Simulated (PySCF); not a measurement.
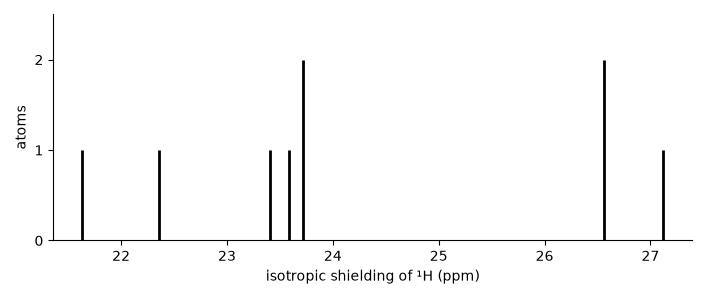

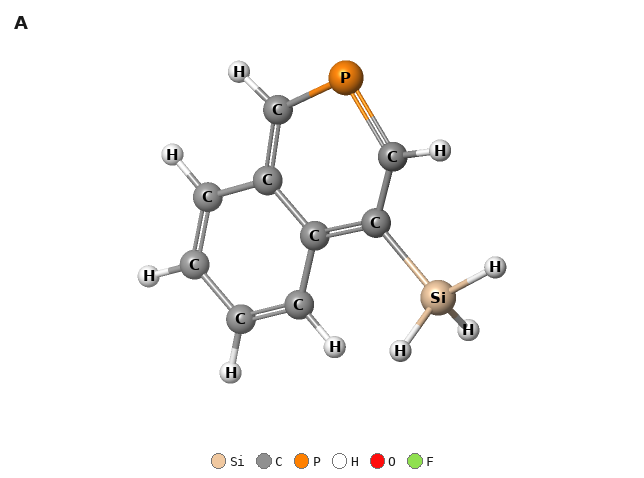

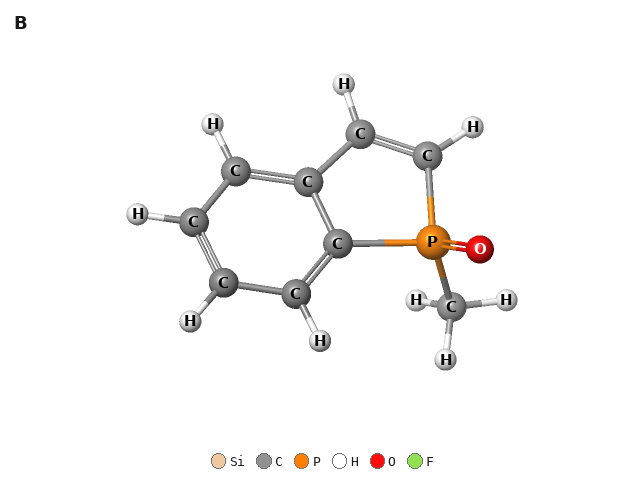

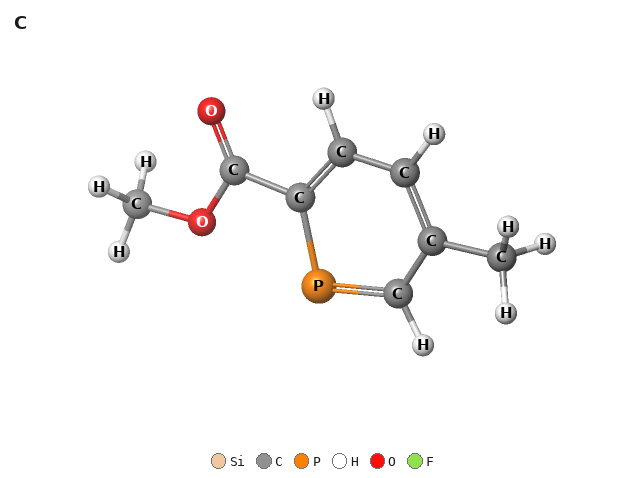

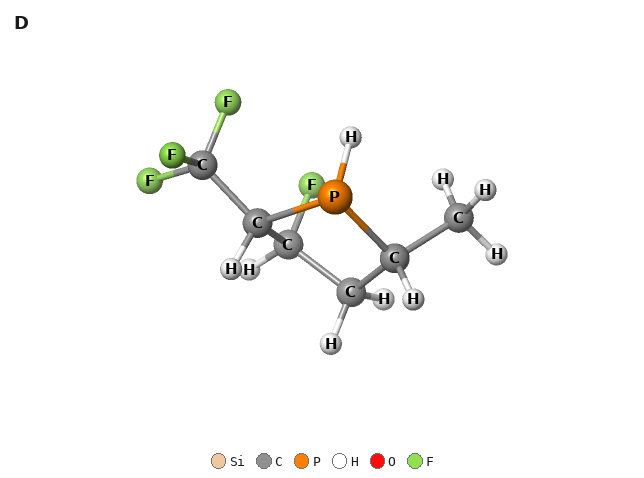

The sticks are computed shieldings of one of the molecules, for one fixed geometry (GFN2-xTB) without averaging over rotations. Low shielding means a high chemical shift. Method: GIAO PBE0/pcSseg-1 NMR shielding, non-relativistic, gas phase (PySCF 2.14.0).

Question: Which molecule gives this pattern?

Answer: A, `[SiH3]c1cpcc2ccccc12`. Its 9 H atoms give lines at 21.63, 22.36, 23.41, 23.58, 23.72 (2 atoms), 26.56 (2 atoms), 27.12 ppm.

The geometry is semi-empirical. Around P, Si such bond lengths and angles can be off by a tenth of an ångström or more and by several degrees, and values that hang on the shape move with them.
